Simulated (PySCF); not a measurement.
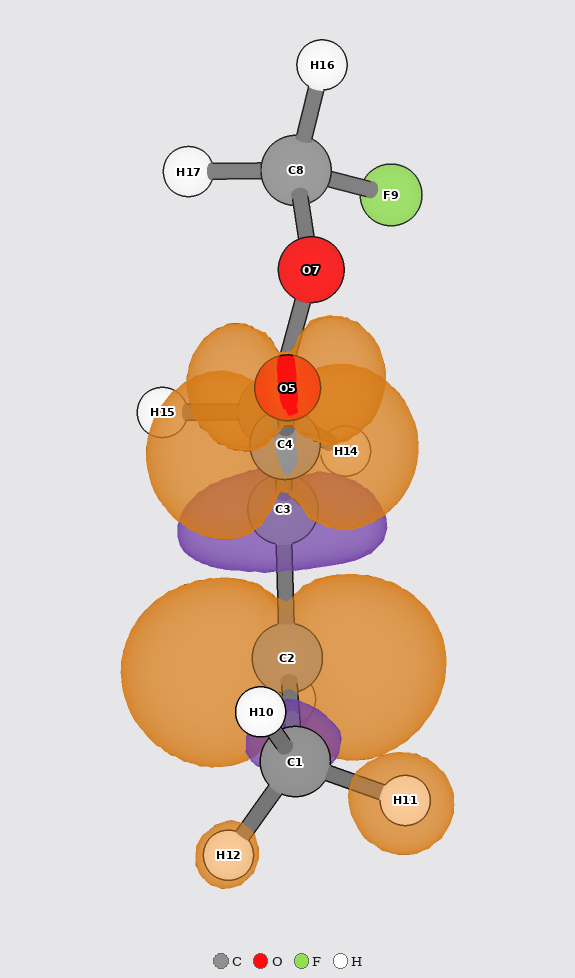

Figure 1: C6H8FO2 (SMILES C[CH]C(=C=O)COCF) (doublet). Isosurfaces of the spin density (α minus β) at +0.02 (orange) and −0.02 e/Å³ (purple), seen at an oblique angle.

Geometry: GFN2-xTB.

All numbers below come from UKS B3LYP, pcH-1 on C F H O, non-relativistic, mean-field spin-orbit, GIAO (PySCF).

```yaml
atoms:
  - { symbol: C, position_ang: [-3.0329, -0.3262, -0.1386] }
  - { symbol: C, position_ang: [-1.6038, -0.7016, -0.2955] }
  - { symbol: C, position_ang: [-0.5469, 0.1637, -0.0058] }
  - { symbol: C, position_ang: [-0.7027, 1.4119, 0.4360] }
  - { symbol: O, position_ang: [-0.8425, 2.5024, 0.8292] }
  - { symbol: C, position_ang: [0.8822, -0.2967, -0.2124] }
  - { symbol: O, position_ang: [1.7616, 0.5702, 0.4929] }
  - { symbol: C, position_ang: [3.0848, 0.3051, 0.2994] }
  - { symbol: F, position_ang: [3.4377, -0.9168, 0.8295] }
  - { symbol: H, position_ang: [-3.1532, 0.7549, -0.1152] }
  - { symbol: H, position_ang: [-3.4471, -0.7313, 0.7897] }
  - { symbol: H, position_ang: [-3.6274, -0.7325, -0.9570] }
  - { symbol: H, position_ang: [-1.3658, -1.7061, -0.5998] }
  - { symbol: H, position_ang: [0.9901, -1.3251, 0.1551] }
  - { symbol: H, position_ang: [1.1311, -0.2813, -1.2862] }
  - { symbol: H, position_ang: [3.6611, 1.0660, 0.8351] }
  - { symbol: H, position_ang: [3.3667, 0.2554, -0.7673] }
```

Q: Describe the spin distribution.

A: The unpaired spin (1 electron) lies mostly on C2 (about 0.5), C4 (about 0.2) and O5 (about 0.1), in electrons by Hirshfeld's partition.
